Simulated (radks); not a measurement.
The Eu³⁺ ion; electrons: [Xe] 4f6 (high spin). Theory: scalar-relativistic Kohn-Sham, exchange-only PBE, spin-polarised, spherical densities, point nucleus (computed with the in-house radial solver radks).

```
Z 63
configuration [Xe] 4f6
relativity scalar-relativistic
functional pbe,
spin polarised
nucleus point
c 137.035999084
```

The run was one of a batch (task.json lists them), launched with:
```bash
python run_ks.py task.json out
```

Wanted: the number of electrons inside radius r (solid) and the radial density 4πr²ρ (dashed).

The count levels off at 60 electrons. Half of them lie within 0.399 bohr, 90 % within 1.32 bohr and 99 % within 2.37 bohr. The radial density has minima at 0.0297, 0.126 and 0.381 bohr, where the count stands at 1.9, 11.2 and 29.3; these part the shells that the density resolves.

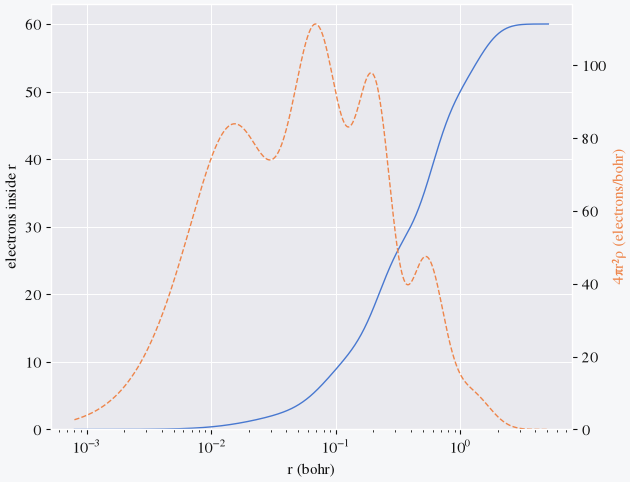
